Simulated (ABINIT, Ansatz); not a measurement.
**Li3SI (Pm-3m): from the cell to the phonon bands**

How does Li3SI (Pm-3m) vibrate, and is this structure a minimum?

Program: ABINIT 10.8.3. Level of theory: DFT LDA, scalar-relativistic, plane waves, PseudoDojo norm-conserving pseudopotentials. Results are calculated unless marked as measured.

The structure was built from a prototype and need not be the compound's stable phase.

## (1) Set-up

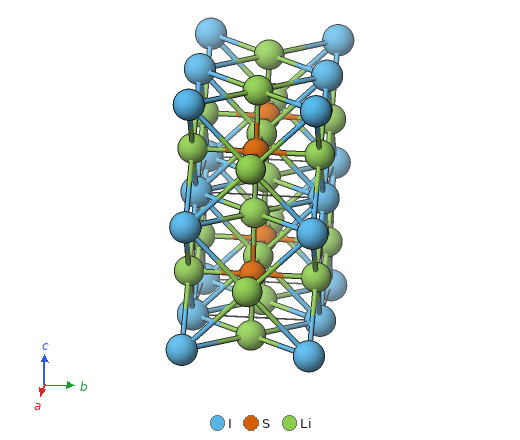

Start, viewed slightly off an axis; iodine blue, sulfur orange, lithium green. 2×1×2 cells are drawn. Some periodic images of atoms are drawn too.

## (2) Relaxation

The harmonic expansion needs vanishing forces, and a free crystal bears no stress, so cell and atoms are brought to rest. Stress is more sensitive to the basis than forces are: the last 3 Ha under the cutoff are smoothed with ecutsm, and the cutoff is raised above that of the later runs.

The starting cell comes from a relaxation made beforehand in Ansatz (LDA, PseudoDojo NC).

Input file relax.abi:

```
# relaxation
ionmov 2
optcell 2
dilatmx 1.08
ntime 40
tolmxf 1.0d-05
tolvrs 1.0d-14
prtwf 0
prtden 0
chksymtnons 0

# basis, mesh and filling
ecut 41.0
ecutsm 3.0
ngkpt 4 4 4
nshiftk 1
shiftk 0.0 0.0 0.0
istwfk *1
occopt 1
nband 11
nstep 100
diemac 9.0
prtebands 0
prtgsr 0
useylm 1

# cell and atoms
acell 3*1.0 Angstrom
rprim 
    4.609839457 0.0 0.0
    0.0 4.609839457 0.0
    0.0 0.0 4.609839457
ntypat 3
znucl 53 16 3
natom 5
typat 1 2 3 3 3
xred 
    0.0 0.0 0.0
    0.5 0.5 0.5
    0.5 0.5 0.0
    0.5 0.0 0.5
    0.0 0.5 0.5
pp_dirpath "./pseudo"
pseudos "I.upf, S.upf, Li.upf"
```

On the command line:

```bash
OMP_NUM_THREADS=1 mpirun -n 4 abinit relax.abi > relax.log
```

Numbers of over 12 decimals in the logs are rounded to 6 here.

relax.abo, the main output file:

```text
[banners, grids, parts of the stress and lines that vanish by symmetry left out]
- input  file    -> relax.abi
- output file    -> relax.abo
- root for input  files -> relaxi
[...]
Symmetries : space group Pm -3 m (#221); Bravais cP (primitive cubic)
[...]
mpw =       10488          nfft =      216000          nkpt =          10
[...]
== DATASET  1 ==================================================================
[...]
cutoff_energies: {ecut:  41.0, pawecutdg:  -1.0, }
[...]
ETOT  1  -45.549267189950    -4.555E+01 1.052E-01 1.331E+03
 ETOT  2  -45.644808333978    -9.554E-02 8.293E-06 1.085E+02
 ETOT  3  -45.654599107565    -9.791E-03 1.175E-04 1.048E+01
 ETOT  4  -45.655038633289    -4.395E-04 1.728E-05 2.830E-02
 ETOT  5  -45.655039745845    -1.113E-06 1.839E-08 1.991E-03
[...]
At SCF step   12       vres2   =  2.06E-16 < tolvrs=  1.00E-14 =>converged.
[...]
sigma(1 1)= -5.26662688E-07  sigma(3 2)=  0.00000000E+00
  sigma(2 2)= -5.26662688E-07  sigma(3 1)=  0.00000000E+00
  sigma(3 3)= -5.26662688E-07  sigma(2 1)=  0.00000000E+00
[...]
convergence: {deltae:  0.000E+00, res2:  2.065E-16, residm:  6.937E-20, diffor: null, }
etotal    :  -4.56550398E+01
[...]
ETOT  1  -45.655039795267    -4.566E+01 8.269E-12 1.489E-04
[...]
At SCF step    8       vres2   =  1.72E-15 < tolvrs=  1.00E-14 =>converged.
[...]
sigma(1 1)= -4.74851755E-07  sigma(3 2)=  0.00000000E+00
  sigma(2 2)= -4.74851755E-07  sigma(3 1)=  0.00000000E+00
  sigma(3 3)= -4.74851755E-07  sigma(2 1)=  0.00000000E+00
[...]
convergence: {deltae: -3.979E-13, res2:  1.716E-15, residm:  7.061E-20, diffor: null, }
etotal    :  -4.56550398E+01
[...]
ETOT  1  -45.655039366649    -4.566E+01 9.197E-12 1.252E-02
[...]
ETOT  8  -45.655039869597     9.095E-13 5.549E-18 1.235E-13
 ETOT  9  -45.655039869599    -1.663E-12 2.924E-20 1.056E-15
 At SCF step    9       vres2   =  1.06E-15 < tolvrs=  1.00E-14 =>converged.
[...]
sigma(1 1)= -2.76630666E-10  sigma(3 2)=  0.00000000E+00
  sigma(2 2)= -2.76630667E-10  sigma(3 1)=  0.00000000E+00
  sigma(3 3)= -2.76630668E-10  sigma(2 1)=  0.00000000E+00
[...]
convergence: {deltae: -1.663E-12, res2:  1.056E-15, residm:  2.924E-20, diffor: null, }
etotal    :  -4.56550399E+01
[...]
At Broyd/MD step   3, gradients are converged :
[...]
sigma(1 1)= -2.76630666E-10  sigma(3 2)=  0.00000000E+00
  sigma(2 2)= -2.76630667E-10  sigma(3 1)=  0.00000000E+00
  sigma(3 3)= -2.76630668E-10  sigma(2 1)=  0.00000000E+00
[...]
- sigma(1 1)= -8.13875517E-06  sigma(3 2)=  0.00000000E+00
- sigma(2 2)= -8.13875520E-06  sigma(3 1)=  0.00000000E+00
- sigma(3 3)= -8.13875525E-06  sigma(2 1)=  0.00000000E+00
[...]
fcart     -0.0000000000E+00 -0.0000000000E+00 -0.0000000000E+00
           strten     -2.7663066564E-10 -2.7663066672E-10 -2.7663066824E-10
================================================================================

[key lines of the parts left out:]
pressure_GPa:   8.1388E-06
Total energy (etotal) [Ha]= -4.56550398695990E+01
```

Wall time 38 s (4 MPI ranks of Arm Neoverse V1, shared host).

Little changed from the start: no atom moved by 0.005 Å and no cell edge by 0.1 %.

Read from the output:

```
volume per atom : 19.60 Å³
pressure        : 8.14e-6 GPa
```

## (3) Self-consistent run for the response

First-order wavefunctions inherit every error of the ground state, hence the very tight tolvrs.

Input file gs.abi:

```
# ground state
tolvrs 1.0d-16
prtden 1
prtwf 1
prtpot 1

# basis, mesh and filling
ecut 33.0
ngkpt 4 4 4
nshiftk 1
shiftk 0.0 0.0 0.0
istwfk *1
occopt 1
nband 11
nstep 100
diemac 9.0
prtebands 0
prtgsr 0
useylm 1

# cell and atoms
acell 3*1.0 Angstrom
rprim 
    4.610580155 0.0 0.0
    0.0 4.610580155 0.0
    0.0 0.0 4.610580155
ntypat 3
znucl 53 16 3
natom 5
typat 1 2 3 3 3
xred 
    0.0 0.0 0.0
    0.5 0.5 0.5
    0.5 0.5 0.0
    0.5 0.0 0.5
    0.0 0.5 0.5
pp_dirpath "./pseudo"
pseudos "I.upf, S.upf, Li.upf"
```

On the command line:

```bash
OMP_NUM_THREADS=1 mpirun -n 4 abinit gs.abi > gs.log
```

gs.abo, the main output file:

```text
[banners, grids, parts of the stress and lines that vanish by symmetry left out]
- input  file    -> gs.abi
- output file    -> gs.abo
- root for input  files -> gsi
[...]
Symmetries : space group Pm -3 m (#221); Bravais cP (primitive cubic)
[...]
mpw =        6031          nfft =      110592          nkpt =          10
[...]
== DATASET  1 ==================================================================
[...]
cutoff_energies: {ecut:  33.0, pawecutdg:  -1.0, }
[...]
ETOT  1  -45.538576529071    -4.554E+01 7.444E-02 6.752E+02
 ETOT  2  -45.645241602333    -1.067E-01 8.022E-06 5.200E+01
 ETOT  3  -45.654282885580    -9.041E-03 1.166E-04 5.420E+00
 ETOT  4  -45.654729009561    -4.461E-04 1.718E-05 2.088E-02
 ETOT  5  -45.654730792957    -1.783E-06 2.294E-08 1.132E-03
[...]
ETOT 12  -45.654730853305     7.390E-13 1.157E-19 1.237E-15
 ETOT 13  -45.654730853304     1.265E-12 4.417E-21 1.706E-18
 At SCF step   13       vres2   =  1.71E-18 < tolvrs=  1.00E-16 =>converged.
[...]
sigma(1 1)=  6.72204852E-06  sigma(3 2)=  0.00000000E+00
  sigma(2 2)=  6.72204852E-06  sigma(3 1)=  0.00000000E+00
  sigma(3 3)=  6.72204852E-06  sigma(2 1)=  0.00000000E+00
[...]
convergence: {deltae:  1.265E-12, res2:  1.706E-18, residm:  4.417E-21, diffor: null, }
etotal    :  -4.56547309E+01
[...]
sigma(1 1)=  6.72204852E-06  sigma(3 2)=  0.00000000E+00
  sigma(2 2)=  6.72204852E-06  sigma(3 1)=  0.00000000E+00
  sigma(3 3)=  6.72204852E-06  sigma(2 1)=  0.00000000E+00
[...]
- sigma(1 1)=  1.97769495E-01  sigma(3 2)=  0.00000000E+00
- sigma(2 2)=  1.97769495E-01  sigma(3 1)=  0.00000000E+00
- sigma(3 3)=  1.97769495E-01  sigma(2 1)=  0.00000000E+00
[...]
fcart     -0.0000000000E+00 -0.0000000000E+00 -0.0000000000E+00
           strten      6.7220485224E-06  6.7220485224E-06  6.7220485224E-06
================================================================================

[key lines of the parts left out:]
pressure_GPa:  -1.9777E-01
```

Wall time 10 s (4 MPI ranks).

Read from the output:

* pressure: -0.1978 GPa

The cell stands at -0.20 GPa: the relaxation ran with a smoothed and higher cutoff, and the difference is a stress of the finite basis.

## (4) The gap at rest

Empty bands on the ground state's density check that the gap assumed so far is there in this cell.

Input file gap.abi:

```
# empty bands on the ground state's density
iscf -2
getden_filepath "gso_DEN"
tolwfr 1.0d-12
nbdbuf 2
prtwf 0

# basis, mesh and filling
ecut 33.0
ngkpt 4 4 4
nshiftk 1
shiftk 0.0 0.0 0.0
istwfk *1
occopt 1
nband 15
nstep 100
diemac 9.0
prtebands 0
prtgsr 0
useylm 1

# cell and atoms
acell 3*1.0 Angstrom
rprim 
    4.610580155 0.0 0.0
    0.0 4.610580155 0.0
    0.0 0.0 4.610580155
ntypat 3
znucl 53 16 3
natom 5
typat 1 2 3 3 3
xred 
    0.0 0.0 0.0
    0.5 0.5 0.5
    0.5 0.5 0.0
    0.5 0.0 0.5
    0.0 0.5 0.5
pp_dirpath "./pseudo"
pseudos "I.upf, S.upf, Li.upf"
```

On the command line:

```bash
OMP_NUM_THREADS=1 mpirun -n 4 abinit gap.abi > gap.log
```

gap.abo, the main output file:

```text
[banners, grids, parts of the stress and lines that vanish by symmetry left out]
- input  file    -> gap.abi
- output file    -> gap.abo
- root for input  files -> gapi
[...]
Symmetries : space group Pm -3 m (#221); Bravais cP (primitive cubic)
[...]
mpw =        6031          nfft =      110592          nkpt =          10
[...]
== DATASET  1 ==================================================================
[...]
cutoff_energies: {ecut:  33.0, pawecutdg:  -1.0, }
[...]
-outvars: echo values of variables after computation
            acell      1.8897261259E+00  1.8897261259E+00  1.8897261259E+00 Bohr
================================================================================
```

Run time: 7.6 s. Hardware: 4 MPI ranks.

This step gave:

```
gap on the k-mesh : 3.228 eV
```

In this cell the gap on the mesh is 3.2 eV, direct, so fixed occupations hold.

## (5) Linear response at Γ

The derivative of the wavefunctions by k comes first, since the response to a field is built on it; then the field and the displacements that symmetry doesn't supply are solved at q = 0.

It reads the wavefunctions written in step 3.

Input file dfpt_gamma.abi:

```
ndtset 2

# common to the responses
getwfk_filepath "gso_WFK"
kptopt 2
nqpt 1
qpt 0.0 0.0 0.0
asr 0
chneut 0

# d/dk
rfelfd1 2
rfdir1 1 1 1
iscf1 -3
tolwfr1 1.0d-20

# displacements, field
rfphon2 1
rfatpol2 1 5
rfdir2 1 1 1
rfelfd2 3
getddk2 1
tolvrs2 1.0d-10
prtwf2 0
prtpot2 1

# basis, mesh and filling
ecut 33.0
ngkpt 4 4 4
nshiftk 1
shiftk 0.0 0.0 0.0
istwfk *1
occopt 1
nband 11
nstep 100
diemac 9.0
prtebands 0
prtgsr 0
useylm 1

# cell and atoms
acell 3*1.0 Angstrom
rprim 
    4.610580155 0.0 0.0
    0.0 4.610580155 0.0
    0.0 0.0 4.610580155
ntypat 3
znucl 53 16 3
natom 5
typat 1 2 3 3 3
xred 
    0.0 0.0 0.0
    0.5 0.5 0.5
    0.5 0.5 0.0
    0.5 0.0 0.5
    0.0 0.5 0.5
pp_dirpath "./pseudo"
pseudos "I.upf, S.upf, Li.upf"
```

On the command line:

```bash
OMP_NUM_THREADS=1 mpirun -n 4 abinit dfpt_gamma.abi > dfpt_gamma.log
```

dfpt_gamma.abo, the main output file:

```text
[banners, grids, parts of the stress and lines that vanish by symmetry left out]
- input  file    -> dfpt_gamma.abi
- output file    -> dfpt_gamma.abo
- root for input  files -> dfpt_gammai
[...]
DATASET    1 : space group Pm -3 m (#221); Bravais cP (primitive cubic)
[...]
nfft =      110592          nkpt =          36
[...]
DATASET    2 : space group Pm -3 m (#221); Bravais cP (primitive cubic)
[...]
nfft =      110592          nkpt =          36
[...]
== DATASET  1 ==================================================================
[...]
cutoff_energies: {ecut:  33.0, pawecutdg:  -1.0, }
[...]
-  3.00000   3.00000  180309                  znucl, zion, pspdat
[...]
Perturbation : derivative vs k along direction   1
[...]
-ETOT  1  -12.162570964875     -1.216E+01 6.833E-02 0.000E+00
 ETOT  2  -12.177264161489     -1.469E-02 3.100E-04 0.000E+00
 ETOT  3  -12.177318891008     -5.473E-05 3.916E-06 0.000E+00
 ETOT  4  -12.177319267950     -3.769E-07 2.942E-08 0.000E+00
 ETOT  5  -12.177319271244     -3.294E-09 4.809E-10 0.000E+00
[...]
At SCF step   11   max residual=  9.99E-21 < tolwfr=  1.00E-20 =>converged.
[...]
Perturbation : derivative vs k along direction   2
[...]
-ETOT  1  -12.162345370638     -1.216E+01 6.833E-02 0.000E+00
[...]
At SCF step   11   max residual=  9.99E-21 < tolwfr=  1.00E-20 =>converged.
[...]
Perturbation : derivative vs k along direction   3
[...]
-ETOT  1  -12.162571713340     -1.216E+01 6.833E-02 0.000E+00
[...]
At SCF step   11   max residual=  9.99E-21 < tolwfr=  1.00E-20 =>converged.
[...]
1        1       1.2738479073   -0.0000000000
     1        2       0.0000000000    0.0000000000
     1        3       0.0000000000    0.0000000000
     2        1       0.0000000000    0.0000000000
     2        2       1.2738479073   -0.0000000000
     2        3       0.0000000000    0.0000000000
     3        1       0.0000000000    0.0000000000
     3        2       0.0000000000    0.0000000000
     3        3       1.2738479073    0.0000000000
[...]
== DATASET  2 ==================================================================
[...]
cutoff_energies: {ecut:  33.0, pawecutdg:  -1.0, }
[...]
Perturbation : displacement of atom   1   along direction   1
[...]
-ETOT  1  0.991960     -3.477E+02 3.801E+00 7.373E+02
[...]
At SCF step    9       vres2   =  4.27E-12 < tolvrs=  1.00E-10 =>converged.
[...]
Perturbation : displacement of atom   2   along direction   1
[...]
-ETOT  1   7.427664     -5.567E+02 2.288E+00 9.079E+03
[...]
At SCF step    9       vres2   =  6.10E-11 < tolvrs=  1.00E-10 =>converged.
[...]
Perturbation : displacement of atom   3   along direction   1
[...]
-ETOT  1  0.736029     -2.597E+03 3.016E+01 1.069E+03
[...]
At SCF step   10       vres2   =  8.22E-12 < tolvrs=  1.00E-10 =>converged.
[...]
Perturbation : displacement of atom   3   along direction   3
[...]
-ETOT  1   6.063212     -2.579E+03 2.839E+01 3.797E+03
[...]
At SCF step   10       vres2   =  1.49E-12 < tolvrs=  1.00E-10 =>converged.
[...]
Perturbation : homogeneous electric field along direction   1
[...]
-ETOT  1  -85.602382119885     -8.560E+01 1.054E+00 3.625E+04
[...]
ETOT  9  -97.327215665791     -9.152E-12 3.551E-14 7.279E-10
 ETOT 10  -97.327215665791      1.137E-13 1.036E-15 3.682E-11
 At SCF step   10       vres2   =  3.68E-11 < tolvrs=  1.00E-10 =>converged.
[...]
Dielectric tensor, in cartesian coordinates,
[...]
1    7   1    7         4.5557398848        -0.0000000000
   1    7   2    7        -0.0000000000        -0.0000000000
   1    7   3    7        -0.0000000000        -0.0000000000
   2    7   1    7        -0.0000000000        -0.0000000000
   2    7   2    7         4.5557398848        -0.0000000000
   2    7   3    7        -0.0000000000        -0.0000000000
   3    7   1    7        -0.0000000000        -0.0000000000
   3    7   2    7        -0.0000000000        -0.0000000000
   3    7   3    7         4.5557398848        -0.0000000000
  Effective charges, in cartesian coordinates,
[...]
1    1   1    7        -1.5241199212         0.0000000000
   2    1   1    7         0.0000000000         0.0000000000
   3    1   1    7         0.0000000000         0.0000000000
   1    2   1    7        -2.0741812126         0.0000000000
   2    2   1    7         0.0000000000         0.0000000000
[...]
Effective charges, in cartesian coordinates,
[...]
2    7   1    5         0.0000000000         0.0000000000
   3    7   1    5         0.0000000000         0.0000000000
   1    7   2    5         0.0000000000         0.0000000000
   2    7   2    5         1.1930858619         0.0000000000
   3    7   2    5         0.0000000000         0.0000000000
   1    7   3    5         0.0000000000         0.0000000000
   2    7   3    5         0.0000000000         0.0000000000
   3    7   3    5         1.1930858619         0.0000000000
  Phonon wavevector (reduced coordinates) :  0.00000  0.00000  0.00000
 Phonon energies in Hartree :
[...]
Phonon frequencies in cm-1    :
- -4.607096E+01 -4.607096E+01 -4.607096E+01 -3.742421E+01 -3.742421E+01
- -3.742421E+01  1.335475E-01  1.335483E-01  1.335508E-01  1.361395E+02
-  1.361395E+02  1.361395E+02  5.245826E+02  5.245826E+02  5.245826E+02
  Phonon at Gamma, with non-analyticity in the
[...]
Phonon energies in Hartree :
[...]
Phonon frequencies in cm-1    :
- -4.607096E+01 -4.607096E+01 -4.607096E+01 -3.742421E+01 -3.742421E+01
-  3.736021E-02  1.335475E-01  1.335483E-01  1.119099E+02  1.361395E+02
-  1.361395E+02  2.281451E+02  5.245826E+02  5.245826E+02  5.585914E+02
  Phonon at Gamma, with non-analyticity in the
[...]
Phonon energies in Hartree :
[...]
Phonon frequencies in cm-1    :
- -4.607096E+01 -4.607096E+01 -4.607096E+01 -3.742421E+01 -3.742421E+01
-  3.735135E-02  1.335475E-01  1.335508E-01  1.119099E+02  1.361395E+02
-  1.361395E+02  2.281451E+02  5.245826E+02  5.245826E+02  5.585914E+02
  Phonon at Gamma, with non-analyticity in the
[...]
Phonon energies in Hartree :
[...]
Phonon frequencies in cm-1    :
- -4.607096E+01 -4.607096E+01 -4.607096E+01 -3.742421E+01 -3.742421E+01
-  3.734839E-02  1.335483E-01  1.335508E-01  1.119099E+02  1.361395E+02
-  1.361395E+02  2.281451E+02  5.245826E+02  5.245826E+02  5.585914E+02
[...]
fcart2     0.0000000000E+00  0.0000000000E+00  0.0000000000E+00
           strten2     0.0000000000E+00  0.0000000000E+00  0.0000000000E+00
================================================================================
```

It took 1.8 min on 4 MPI ranks; 7.1 min of CPU time.

Numbers from this step:

```yaml
miss_of_the_charge_sum_rule: 0.02769 e
largest_acoustic_frequency_at_the_zone_centre_before_the_sum_rule: 0.13 cm⁻¹
highest_optical_zone_centre_mode_no_lo_to_term: 524.6 cm⁻¹
lowest_optical_zone_centre_mode: -46.07 cm⁻¹
mean_high_frequency_dielectric_constant: 4.556
largest_born_charge_in_size_third_of_the_trace: 2.074 e
```

Born charge (rows field, columns displacement), before the sum rule (e), principal values of the symmetric part by kind of site:

| atom | atoms with these values | low | middle | high | mean |
| --- | --- | --- | --- | --- | --- |
| I1 | 1 | -1.52 | -1.52 | -1.52 | -1.52 |
| S2 | 1 | -2.07 | -2.07 | -2.07 | -2.07 |
| Li3 | 3 | 1.18 | 1.19 | 1.19 | 1.19 |

In full for Li3:

```
1.19 0.00 0.00
0.00 1.19 0.00
0.00 0.00 1.18
```

High-frequency dielectric tensor:

```
4.56 0.00 0.00
0.00 4.56 0.00
0.00 0.00 4.56
```

The acoustic modes at Γ come out as far as 0.1 cm⁻¹ from zero, where they should vanish, a small numerical error; the Born charges miss their sum rule by 0.028 e, which is fair. The lowest optical mode is imaginary, 46i cm⁻¹, an instability at this level and on this k mesh.

[end of part 1 of 3]

[Host names and launcher messages were left out of these logs when they were recorded.]

[Logs are printed without paths, hosts, clocks, repeated set-up lines and the standing remarks that a program may print on its own settings, such as how far it seeks lower states.]

[Hosts, paths, dates, database ids (printed as entryN), source tags and the programs' standing remarks are cut or masked in the printed files.]
